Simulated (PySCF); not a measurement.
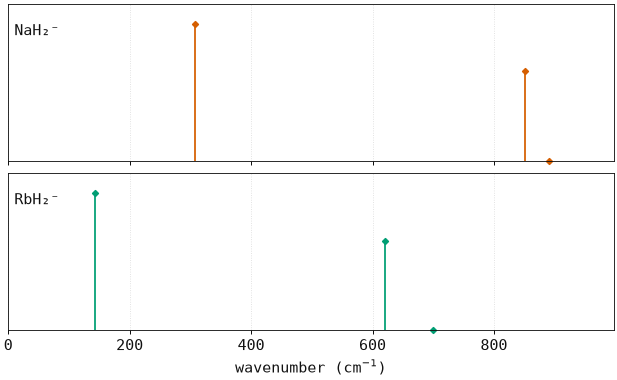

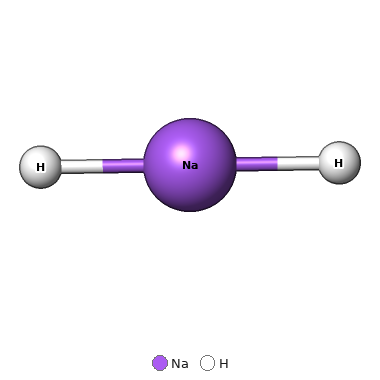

Harmonic infrared lines of NaH₂⁻ and RbH₂⁻, all D∞h singlets, each the lowest point that its search found (NaH₂⁻ is drawn); the central atom changes down one group of the periodic table. PBE0/def2-TZVPD (core potentials past Kr), PySCF, unscaled, no spin-orbit coupling; each panel is scaled to its strongest line, degenerate modes are one line with their intensities summed, and dots on the axis are modes too weak to show or inactive.

Question: How do the bond length and the stretches change along the series?

Answer: Mean bond length: NaH₂⁻ 2.065, RbH₂⁻ 2.686 Å, rising down the group. Highest σg+ mode: NaH₂⁻ 891, RbH₂⁻ 700 cm⁻¹, falling down the group.

Question: Give the modes by symmetry (cm⁻¹).

Answer:
```tsv
symmetry	NaH₂⁻	RbH₂⁻
πu	308.3	142.7
σu+	851.5	619.9
σg+	890.8	700.4
```
